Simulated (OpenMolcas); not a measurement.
**CH7NOSi (SMILES CO[SiH2]N) at 6 levels**

Aim: a comparison of 6 runs (HF/3-21G, HF/cc-pVDZ, BLYP/cc-pVDZ, PBE0/cc-pVDZ, SVWN5/cc-pVDZ, revPBE/cc-pVDZ) of CH7NOSi. 

Program for the calculation: OpenMolcas 26.06.

1 further run of the same task is left out (set aside as unsound or not needed).

## Step 1: The structure to begin with

The species is CH7NOSi (11 atoms), meant as a singlet with charge 0. As SMILES, `CO[SiH2]N`. The shape is that of a PBE0-D4/def2-TZVP optimisation. This is one conformer, not always the lowest.

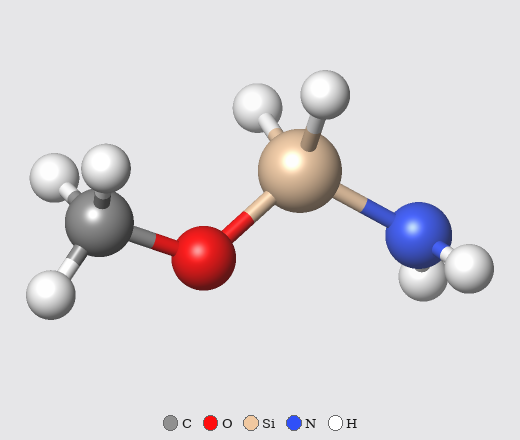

Viewed from a chosen angle; carbon grey, oxygen red, silicon light orange, nitrogen blue, hydrogen white.

## Step 2: Energy and forces at HF/3-21G (run 1)

run.input

```
* CH7NOSi Hartree-Fock
>>> EXPORT MOLCAS_PRINT=2

&GATEWAY
 BasLib = $CurrDir
 Coord
 11
 angstrom
 C       -0.655300       1.711900       0.500200
 O       -0.610600       0.508700      -0.227100
 Si       0.533800      -0.642700       0.054300
 N        0.344700      -2.006900      -0.943700
 H        0.258400       2.302900       0.362300
 H       -1.501500       2.301200       0.142400
 H       -0.790700       1.531800       1.573800
 H        0.421900      -1.079900       1.472300
 H        1.874600      -0.055000      -0.212100
 H       -0.403400      -2.661100      -0.783300
 H        0.593600      -1.968000      -1.918400
 Basis = 3-21G
 Group = NoSym

&SEWARD

&SCF
 Thresholds = 1e-10 1e-07 1e-07 1e-05
 PrOrbitals = 1

&ALASKA
```

The basis set 3-21G is read from a file made from the Basis Set Exchange's data (not shown).

Started as:

```
$ export MOLCAS_MEM=1860
$ pymolcas run.input > run.log
```

The log of the run:

```text
--- Start Module: gateway ---
[...]
--- Stop Module: gateway /rc=_RC_ALL_IS_WELL_ ---
[...]
      Basis functions           54
[...]
--- Start Module: scf ---
[...]
       Convergence after  13 Iterations
[...]
::    Total SCF energy                               -457.7624527422
[...]
      Total spin, S                                     0.0000000000
[...]
      Total electronic charge=   42.000000
      Total            charge=   -0.000000
[...]
      Dipole Moment (debye):
      Origin of the operator (angstrom)=    0.0336   -0.2211   -0.1127
                   X= -1.9966E-01               Y=  3.3214E-01               Z=  5.4674E-02           Total=  3.9137E-01
      Quadrupole Moment (debye*angstrom):
[...]
--- Stop Module: scf /rc=_RC_ALL_IS_WELL_ ---
[...]
--- Start Module: alaska ---
[...]
 *              Molecular gradients               *
 **************************************************
  Irreducible representation: a
 ------------------------------------------------------------------------------------------
                              X                       Y                       Z
 ------------------------------------------------------------------------------------------
  C1                8.85653524358432E-03   -2.56769550897742E-02   -8.54123518933037E-03
  O2                9.54369854537873E-03   -2.80972780453048E-03    6.68321849527320E-03
  SI3              -1.91776692952503E-02    6.40075242272964E-03   -1.24499129262290E-02
  N4                1.16823787220541E-02    1.35462971722848E-02    1.86451580426317E-02
  H5                5.67045346135098E-03    3.13811692229793E-03   -1.68876821921039E-03
  H6               -6.57826448641163E-03    3.64193544283165E-03   -3.37675176441188E-03
  H7               -1.23448560836492E-03   -1.95158973636012E-03    6.30634277267417E-03
  H8               -8.68048771737503E-04   -3.09393192857943E-04    1.77304794452660E-04
[...]
--- Stop Module: alaska /rc=_RC_ALL_IS_WELL_ ---
[...]
```

It took 4.8 s on 1 thread of AMD EPYC 7R43 (Zen 3), shared host; peak memory 0.39 GiB.

## Step 3: Energy and forces at HF/cc-pVDZ (run 2)

mol.inp

```
* CH7NOSi Hartree-Fock
>>> EXPORT MOLCAS_PRINT=2

&gateway
  baslib=$CurrDir
  coord
  11
  angstrom
  C       -0.655300       1.711900       0.500200
  O       -0.610600       0.508700      -0.227100
  Si       0.533800      -0.642700       0.054300
  N        0.344700      -2.006900      -0.943700
  H        0.258400       2.302900       0.362300
  H       -1.501500       2.301200       0.142400
  H       -0.790700       1.531800       1.573800
  H        0.421900      -1.079900       1.472300
  H        1.874600      -0.055000      -0.212100
  H       -0.403400      -2.661100      -0.783300
  H        0.593600      -1.968000      -1.918400
  basis=cc-pVDZ
  group=NoSym

&seward

&scf
  thresholds=1e-10 1e-07 1e-07 1e-05
  prorbitals=1

&alaska
```

The basis set cc-pVDZ is read from a file made from the Basis Set Exchange's data (not shown).

Started as:

```
$ export MOLCAS_MEM=1860
$ pymolcas mol.inp > mol.log
```

The log of the run:

```text
--- Start Module: gateway ---
[...]
--- Stop Module: gateway /rc=_RC_ALL_IS_WELL_ ---
[...]
      Basis functions           95
[...]
--- Start Module: scf ---
[...]
       Convergence after  13 Iterations
[...]
::    Total SCF energy                               -460.2448944731
[...]
      Total spin, S                                     0.0000000000
[...]
      Total electronic charge=   42.000000
      Total            charge=   -0.000000
[...]
      Dipole Moment (debye):
      Origin of the operator (angstrom)=    0.0336   -0.2211   -0.1127
                   X= -2.8897E-01               Y=  1.1329E-01               Z= -1.5927E-01           Total=  3.4886E-01
      Quadrupole Moment (debye*angstrom):
[...]
--- Stop Module: scf /rc=_RC_ALL_IS_WELL_ ---
[...]
--- Start Module: alaska ---
[...]
 *              Molecular gradients               *
 **************************************************
  Irreducible representation: a
 ------------------------------------------------------------------------------------------
                              X                       Y                       Z
 ------------------------------------------------------------------------------------------
  C1                2.23156641704536E-03    2.35725728739311E-04    2.09741167965349E-03
  O2                9.37676034173229E-03   -1.68751537321850E-02   -2.45682483672116E-03
  SI3              -1.23905910285593E-02    5.77579156709684E-03   -7.08269749071722E-03
  N4                1.30644767334553E-03    1.27300712894485E-02    8.99968536207929E-03
  H5                1.22711521501317E-03    1.20913546086454E-03    1.48155410266110E-04
  H6               -1.21031997951881E-03    1.02442306106232E-03   -3.90736013819337E-04
  H7               -1.29649597476855E-04    1.89399061845147E-04    1.77560014565081E-03
  H8               -3.13641016864361E-04   -6.33412971888347E-04    1.73230133619029E-04
[...]
--- Stop Module: alaska /rc=_RC_ALL_IS_WELL_ ---
[...]
```

It took 15 s on 1 thread of AMD EPYC 7R43 (Zen 3), shared host; peak memory 0.52 GiB.

Runs 3 to 5 aren't shown in full; the table further down has their settings and results.

## Step 4: Energy and gradient at revPBE/cc-pVDZ (run 6)

mol.xyz

```xyz
11

C     -0.655300     1.711900     0.500200
O     -0.610600     0.508700    -0.227100
Si     0.533800    -0.642700     0.054300
N      0.344700    -2.006900    -0.943700
H      0.258400     2.302900     0.362300
H     -1.501500     2.301200     0.142400
H     -0.790700     1.531800     1.573800
H      0.421900    -1.079900     1.472300
H      1.874600    -0.055000    -0.212100
H     -0.403400    -2.661100    -0.783300
H      0.593600    -1.968000    -1.918400
```

run.inp

```
&GATEWAY
BASLIB=$CurrDir
COORD=mol.xyz
BASIS=cc-pVDZ
GROUP=NoSym
&SEWARD
GRIDINPUT
Grid=UltraFine
End of Grid
&SCF
KSDFT=revPBE
THRESHOLDS=1e-10 1e-07 1e-07 1e-05
PRORBITALS=1
&ALASKA
```

The basis set cc-pVDZ is read from a file made from the Basis Set Exchange's data (not shown).

Started as:

```
$ export MOLCAS_MEM=1860
$ pymolcas run.inp > run.log
```

The log of the run:

```text
--- Start Module: gateway ---
[...]
--- Stop Module: gateway /rc=_RC_ALL_IS_WELL_ ---
[...]
      Basis functions           95
[...]
--- Start Module: scf ---
[...]
       Convergence after  15 Iterations
[...]
::    Total KS-DFT energy                            -461.7055740509
[...]
      Total spin, S                                     0.0000000000
[...]
      Total electronic charge=   42.000000
      Total            charge=   -0.000000
[...]
      Dipole Moment (debye):
      Origin of the operator (angstrom)=    0.0336   -0.2211   -0.1127
                   X= -4.2590E-01               Y= -1.7104E-01               Z= -4.5782E-01           Total=  6.4826E-01
      Quadrupole Moment (debye*angstrom):
[...]
--- Stop Module: scf /rc=_RC_ALL_IS_WELL_ ---
[...]
--- Start Module: alaska ---
[...]
 *              Molecular gradients               *
 **************************************************
  Irreducible representation: a
 ------------------------------------------------------------------------------------------
                              X                       Y                       Z
 ------------------------------------------------------------------------------------------
  C1                1.94586757867876E-04   -5.74799023445038E-04   -2.07434753862756E-04
  O2                2.63402655335732E-02   -1.37507568020343E-02    1.45637148542486E-02
  SI3              -2.08834310949904E-02    8.50058494805062E-03   -1.27795333705878E-02
  N4               -6.54386973849874E-03    1.13744175026760E-02    1.32714814438994E-03
  H5               -9.61115035397420E-03   -7.68952693398450E-03    6.07570261649315E-04
  H6                9.27657132106541E-03   -7.08366080666334E-03    3.53213242233696E-03
  H7                1.48228299515141E-03    4.68114234219826E-04   -1.21765432460608E-02
  H8                1.45502057951122E-04    3.60743361077409E-03   -8.67703636449324E-03
[...]
--- Stop Module: alaska /rc=_RC_ALL_IS_WELL_ ---
[...]
```

Wall time 73 s (1 thread of AMD EPYC 7R43 (Zen 3), shared host); peak memory 0.52 GiB.

## Step 5: Overview of the runs

| run | level | integration grid | energy (Eh) | dipole moment (D) | HOMO energy (eV) | LUMO energy (eV) | wall time |
| --- | --- | --- | --- | --- | --- | --- | --- |
| 1 | HF/3-21G | – | -457.762453 | 0.39 | -11.00 | 5.61 | 4.8 s |
| 2 | HF/cc-pVDZ | – | -460.244894 | 0.35 | -11.25 | 4.73 | 15 s |
| 3 | BLYP/cc-pVDZ | UltraFine | -461.750481 | 0.64 | -5.81 | 0.64 | 73 s |
| 4 | PBE0/cc-pVDZ | UltraFine | -461.511321 | 0.52 | -7.52 | 1.51 | 68 s |
| 5 | SVWN5/cc-pVDZ | UltraFine | -459.268801 | 0.66 | -6.10 | 0.43 | 52 s |
| 6 | revPBE/cc-pVDZ | UltraFine | -461.705574 | 0.65 | -5.95 | 0.68 | 73 s |

## Step 6: Results

| quantity | value |
| --- | --- |
| run 6: total energy | -461.70557 Eh |
| run 6: dipole moment | 0.65 D |
| run 6: HOMO energy | -5.95 eV |
| run 6: LUMO energy | 0.68 eV |
| run 6: HOMO–LUMO gap | 6.63 eV |
| run 6: largest force on an atom | 1.702 eV/Å |

The dipole moment (its size) runs from 0.35 D (HF/cc-pVDZ) to 0.66 D (SVWN5/cc-pVDZ). The HOMO–LUMO gap runs from 6.45 eV (BLYP/cc-pVDZ) to 16.61 eV (HF/3-21G). The two ends differ in method and basis. Totals of different functionals can't be ranked against each other. All runs together took 4.8 min, the longest 73 s.
